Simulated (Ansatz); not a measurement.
Take Ag3SI (space group R3, No. 146; a = 6.8066 Å, c = 8.2800 Å (hexagonal axes)) as the base.

The same geometry is solved again with PBEsol+SOC.

Levels (all Ansatz, a quantum-chemistry and plane-wave program, PAW): PBEsol+SOC (420 eV, noncollinear with spin-orbit coupling); PBEsol (420 eV, no spin-orbit coupling).

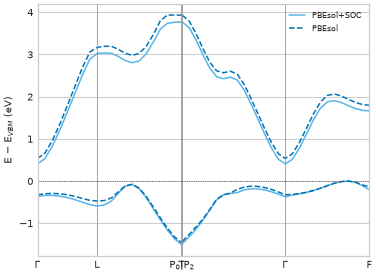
Figure. Highest valence and lowest conduction band along the path, each from its own valence-band maximum

**Question.** From the figure, how large is the PBEsol+SOC gap, and is it direct?

**Answer.** About 0.4 eV, indirect, Γ–F (75 % along) → Γ.

Single points use the geometry relaxed with PBEsol. Differences between runs with and without spin-orbit coupling are approximate. With I present, leaving out spin-orbit coupling can change the band edges. No phonon test of stability was made.
